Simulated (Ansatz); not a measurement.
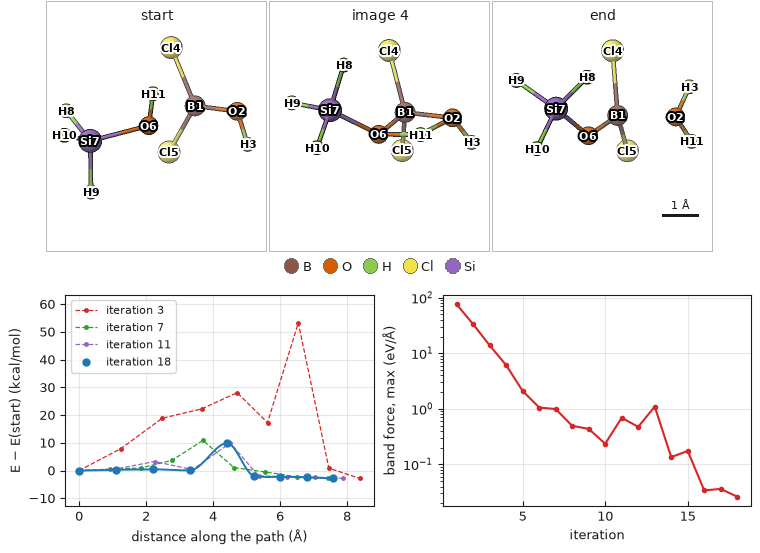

NEB run on BSiH₅O₂Cl₂, made up at the start of BHOCl₂ and SiH₄O. Images are numbered from 0 (start) to 8 (end). The plot follows the band through its iterations. A ball-and-stick model, seen at a tilt.

Theory: RKS PBE-D4/cc-pVDZ (Ansatz). Set-up: 7 movable images; climbing image; force threshold 0.03 eV/Å; iteration limit 60; starting path through a guess of the saddle point.

How did the profile develop, and is the result final?

Answer. The run is converged, with reservations. The band converged in 18 iterations. The largest component of the band force went from 76 to 0.026 eV/Å. The climbing image converged on the top of the path. Its vibrational analysis gives one imaginary mode (1074i cm⁻¹), as a transition state must have. The first iteration put the highest image at 455.0 kcal/mol. Forward barrier 9.9 kcal/mol, backward barrier 12.7 kcal/mol, with image 4 at the top; the reaction energy is −2.8 kcal/mol.

Limits of the set-up: the start holds two separate molecules, 2.5 Å apart at their closest, whose relative position is a soft coordinate.

The run took 2.9 min on 4 threads of Arm Neoverse V2, on a shared host, peak memory 0.2 GiB.
